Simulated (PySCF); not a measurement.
## Electronic structure of C$_{3}$H$_{7}$PS in real space

Input file:

```
{"job": {"kind": "uv", "xc": "B3LYP", "basis": "def2-SVPD", "nstates": 8, "ntriplets": 3}, "charge": 0, "multiplicity": 1}
C      1.373672     0.567417     0.480042
C      0.142171    -0.298626     0.474798
C     -0.333559    -0.855279    -0.884489
P     -1.485581     0.308516    -0.089958
S     -3.225821    -0.147137     0.620283
H      1.327615     1.303144    -0.320837
H      1.478116     1.091576     1.427919
H      2.259224    -0.049089     0.326926
H      0.088282    -1.010005     1.295497
H      0.232634    -0.547557    -1.753026
H     -0.630755    -1.896803    -0.907430
H     -1.224798     1.533158    -0.695752
```

Command:

```sh
OMP_NUM_THREADS=1 python probes_run.py task.json out
```

Geometry: GFN2-xTB.

All numbers below come from B3LYP/def2-SVPD, SCF density, gas phase in PySCF.

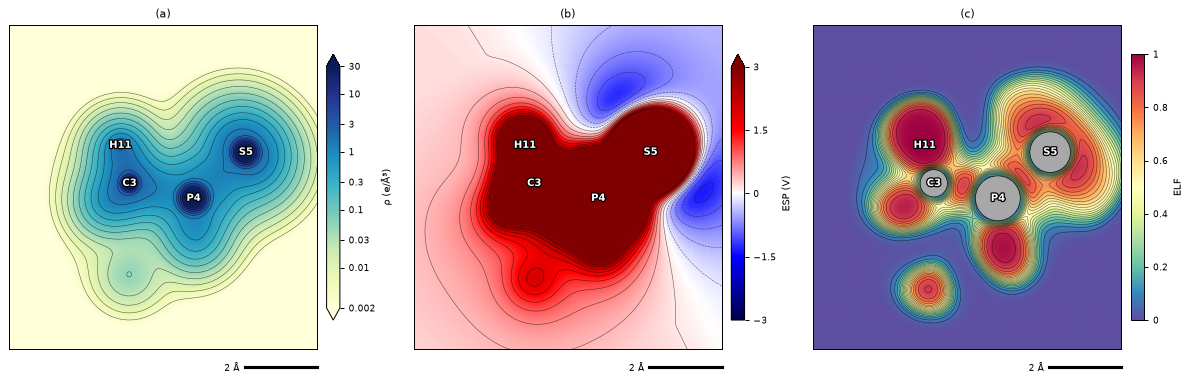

Figure 1. (a) electron density; (b) electrostatic potential; (c) ELF on the plane of atoms P4, C3 and H11. Grey discs cover the atomic cores in the ELF map.

Describe what can be read from this map.

- The plane passes through C, P, S and H nuclei.
- C–P (1.82 Å): the density is about 1.1 e/Å³ at the midpoint; the ELF peaks at about 0.85 between the atoms (localised, covalent bonding).
- P–S (1.93 Å): ρ is about 1.2 e/Å³ halfway; the ELF peaks at about 0.85 between the atoms; localised, covalent bonding.
- C–H (1.08 Å): the density is about 2 e/Å³ at the midpoint; the ELF climbs to about 1 towards the hydrogen, as it does in any bond to H: an ordinary covalent bond to hydrogen.
- The ELF also peaks beside S5, away from the bonds: lone-pair regions.
- Outside the dense part of the molecule the potential is most negative (−1.3 V) near S5.

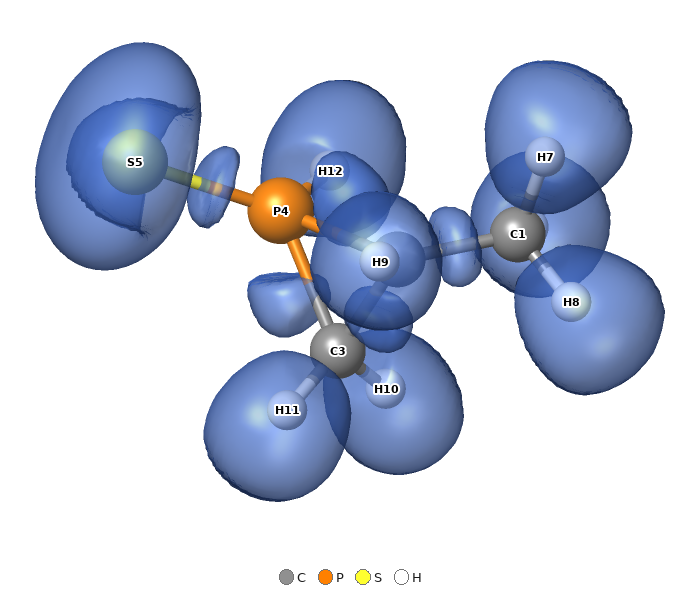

Figure 2. Isosurface of the ELF at 0.8 (blue), seen across its widest extent. Core shells and regions of very low density are left out.

Identify the bonds, lone pairs and shells in this picture.

The surface consists of two regions between bonded C–C atoms (shared pairs), two regions between bonded C–P atoms (shared pairs), one region between bonded P–S atoms (shared pairs), seven regions around hydrogen nuclei and one ring or bowl of non-bonding electrons around S. Along the contacts the grid gives the following. C–C (1.51 Å): the ELF peaks at about 0.95 between the atoms (a shared electron pair).

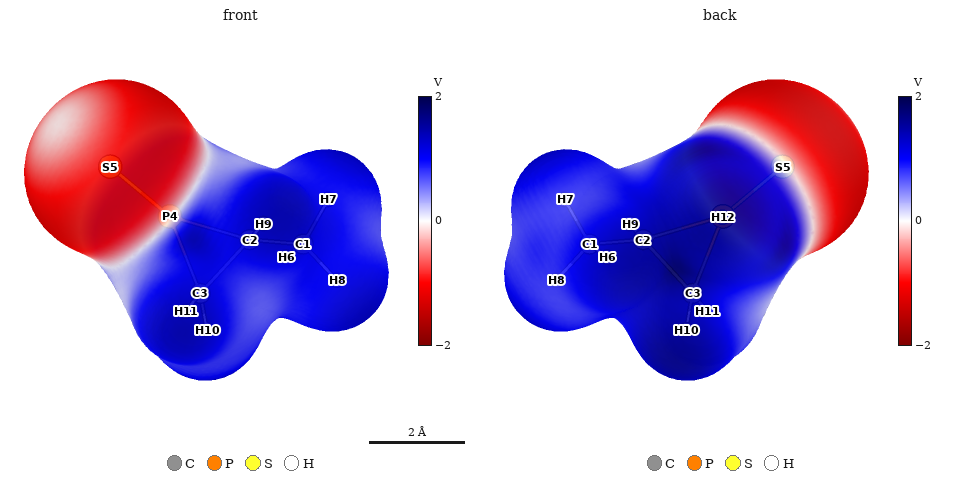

Figure 3. The molecular electrostatic potential painted on the density surface at 0.004 e/bohr³, seen from the front and from behind; the colour scale runs from red (negative) to blue (positive).

Which sites attract a positive test charge, and which a negative one?

A positive charge is drawn to the negative regions and a negative charge to the positive ones. The most negative region (about −1.4 V) lies over S5, the most positive (about +1.7 V) over the C, H and P atoms.

How polar is the molecule by this calculation?

Its dipole moment is 4.46 D.
